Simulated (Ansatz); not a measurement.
## Electronic structure of C2H4Ga (SMILES [CH2]1[CH2][Ga]1) (doublet) in real space

Input file:

```
crystal:
  periodic: [false, false, false]
  atoms:
    - {symbol: C, position_ang: [-1.933929, -1.093401, 2.052225]}
    - {symbol: C, position_ang: [-0.915083, -0.147401, 1.899252]}
    - {symbol: Ga, position_ang: [0.109523, -2.266104, 2.024123]}
    - {symbol: H, position_ang: [-2.371266, -1.302458, 3.033321]}
    - {symbol: H, position_ang: [-2.492763, -1.469877, 1.189973]}
    - {symbol: H, position_ang: [-0.646994, 0.243355, 0.912876]}
    - {symbol: H, position_ang: [-0.525678, 0.410611, 2.756275]}
basis:
  gaussian:
    orbitals: def2-TZVPD
hamiltonian:
  xc: pbe0
magnetization:
  spin_polarized: true
  initial_magnetization: 1
output:
  forces: true
  orbitals: {seedname: orbitals}
```

Run with:

```sh
ansatz run input.yaml --threads 1 --pin off --max-ram 2610MiB --events-out events.jsonl --progress --plain --runs-dir runs
```

Geometry: PBE0-D3(BJ)/def2-SVP.

The calculation used isolated molecule in a Gaussian basis; Kohn-Sham density functional theory, functional PBE0 in Ansatz.

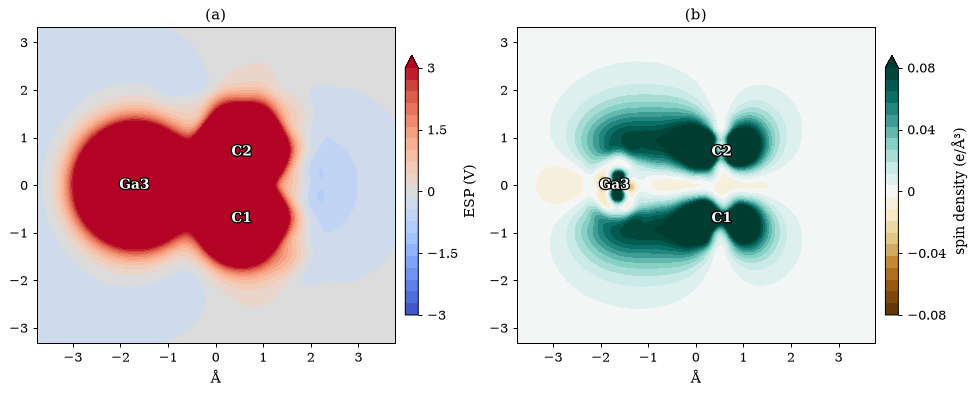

Figure 1. (a) molecular electrostatic potential; (b) spin density on the plane of atoms C2, C1 and Ga3.

What do the fields say about this system?

Answer.
- The plane passes through C and Ga nuclei.
- The unpaired spin (1 electron) lies mostly on Ga3 (about 0.4), C1 (about 0.2) and C2 (about 0.2), in electrons by Hirshfeld's partition.
- Outside the dense part of the molecule the potential is most negative (−0.7 V) near C1 and C2.

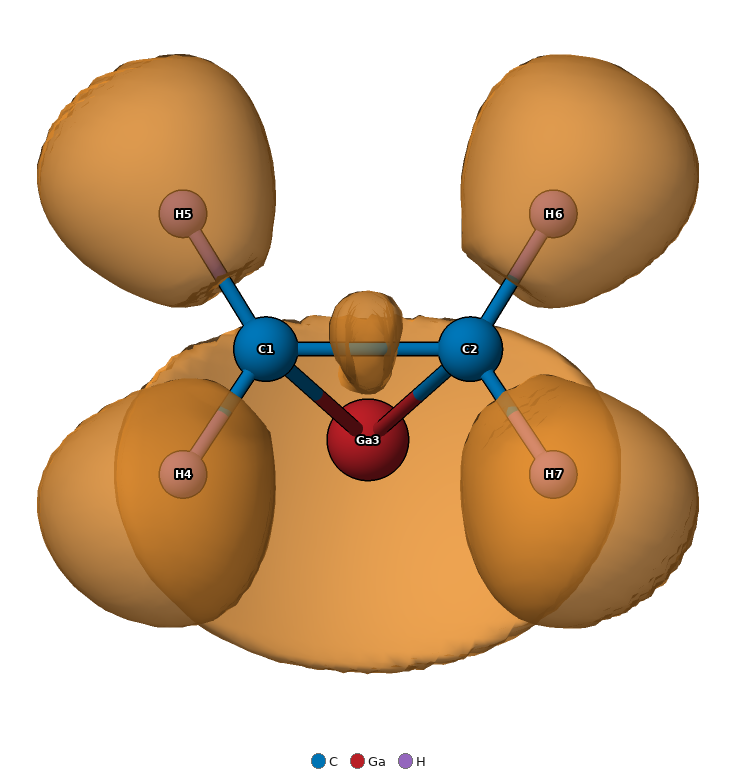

Figure 2. Isosurface of the ELF at 0.85 (orange), seen from one side. Core shells and regions of very low density are left out.

Describe the localisation domains.

Answer. At this value the surface marks out one region between bonded C–C atoms (shared pairs), four regions around hydrogen nuclei and one lobe on Ga, pointing away from the bonds (non-bonding electrons).


C–C (1.40 Å): the ELF peaks at about 0.95 between the atoms; localised, covalent bonding. C–Ga (2.36 Å): the ELF peaks at about 0.75 in the valence shell of C, 0.7 Å from its nucleus, and is about 0.40 at the midpoint.

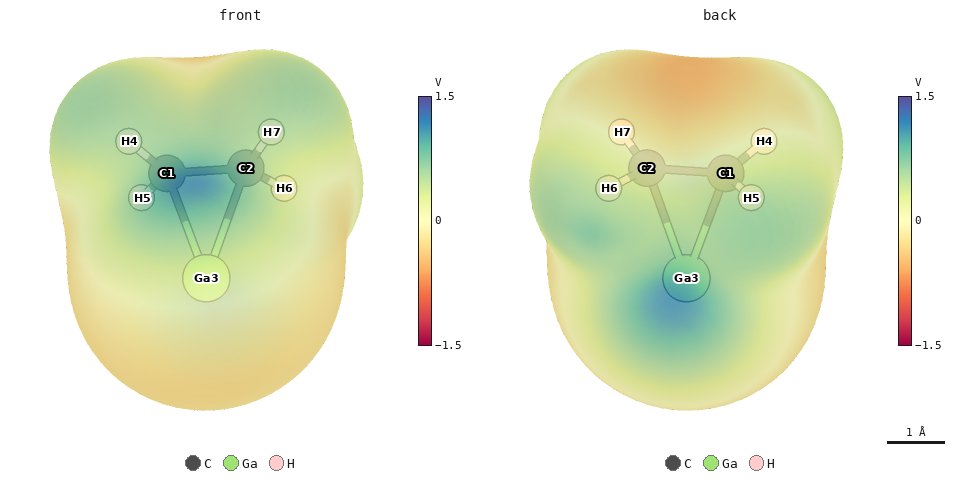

Figure 3. The electrostatic potential painted on the density surface at 0.001 e/bohr³, seen from the front and from behind; the colour scale runs from red (negative) to blue (positive).

Describe the electrostatic potential map.

Answer. The most negative region (about −0.6 V) lies over C1 and C2, the most positive (about +1.1 V) over Ga3.

What dipole moment does the calculation give?

Answer. Its dipole moment is 0.52 D.
